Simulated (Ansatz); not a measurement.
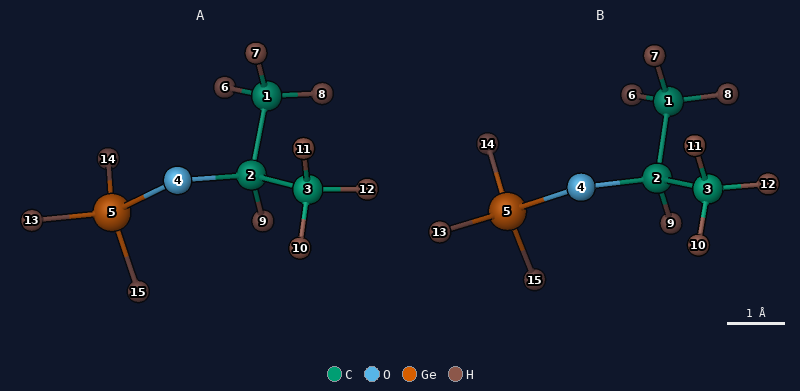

Two geometries of C$_{3}$H$_{10}$GeO (coarse preliminary run), drawn at one scale. One is the start of a relaxation, the other its converged end. Style: ball-and-stick. Shown at a tilt.

All numbers below come from RKS PBE-D4/def2-SVP (Ansatz 0.2.0). Set-up: force threshold 0.03 eV/Å; at most 200 steps.

**Which of the two is the end point?**

Structure B is the relaxed one. The start comes from a force field. After 11 accepted moves (12 points after the start) the energy has fallen by 38.2 kJ/mol. Largest force component: 3.1 eV/Å at the start, 0.023 eV/Å at the end. The line search rejected the trial step at point 11 of the run. The forces were under the threshold at step 6, but the run went on from there. H14 moves most after the best rigid fit: 0.52 Å. By element the largest moves are H 0.52 Å, O 0.23 Å, C 0.16 Å, Ge 0.09 Å. Among the contacts that change: C1–H6 1.178 → 1.110 Å, C1–H8 1.069 → 1.109 Å, C3–H10 1.145 → 1.108 Å, O4–Ge5 1.838 → 1.804 Å. Among the angles between lasting bonds that change: C2–O4–Ge5 106.5° → 120.3°, O4–Ge5–H13 110.0° → 103.9°, C2–C1–H6 106.0° → 111.5°. The run took 24 s on 4 threads of Arm Neoverse V1 (shared host).
